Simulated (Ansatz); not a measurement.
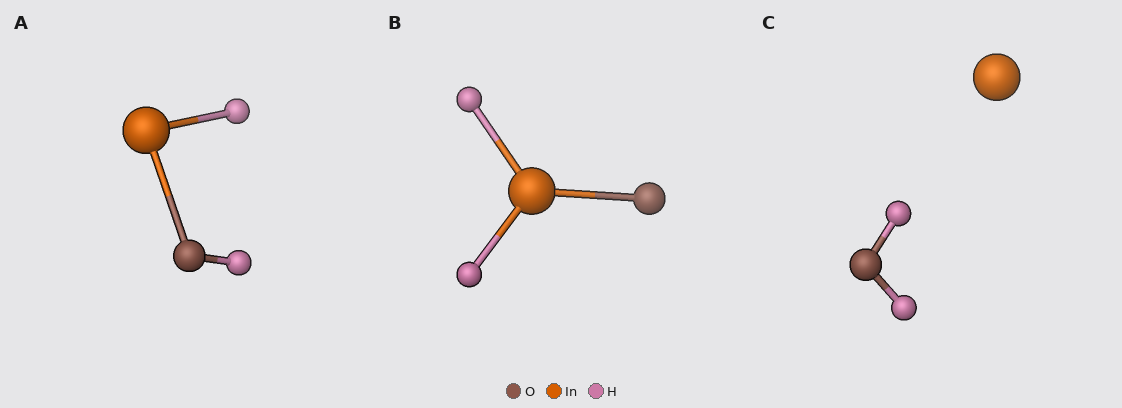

3 stationary structures of one formula. State: charge −1, singlet. Geometries: PBE-D4/def2-SVPD. Electronic energies: PBE-D4/def2-SVPD (Ansatz 0.2.0), without zero-point energy. No frequency run is at hand to confirm each as a minimum.

**Which structure is the most stable?**

A is lowest (Cs); C lies 32.7 kcal/mol above it, B lies 36.1 kcal/mol above it (C2v).
